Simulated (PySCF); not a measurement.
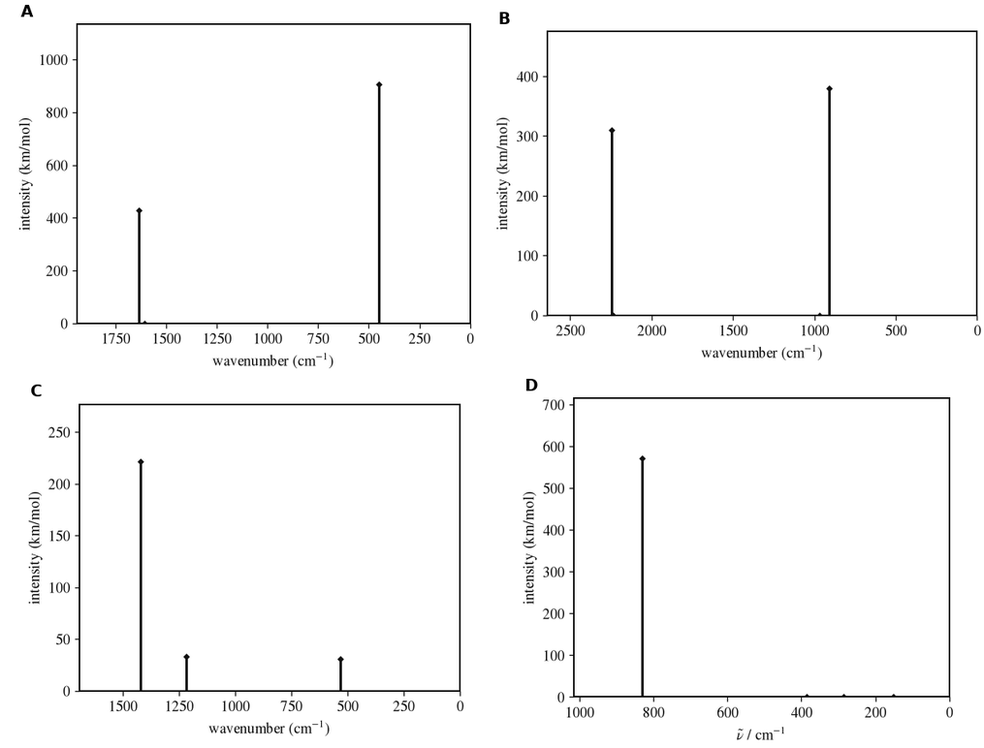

Unscaled harmonic wavenumbers and double-harmonic intensities, PBE0/def2-TZVP, PySCF 2.14.0, isolated molecule. Structures are the lowest points that the searches found. Degenerate modes count as one line, with their intensities summed.

> Assign the panels.
1. SiH₄, singlet
2. MgH₂, singlet
3. SO₂, singlet
4. BBr₃, singlet

A: 2 (most intense lines at 451.9 and 1636.3 cm⁻¹)
B: 1 (most intense lines at 907.6 and 2245.3 cm⁻¹)
C: 3 (most intense lines at 1420.7, 1217.6 and 532.1 cm⁻¹)
D: 4 (most intense lines at 831.3 cm⁻¹)

Caveats, for all or some of the runs: no scalar relativity.
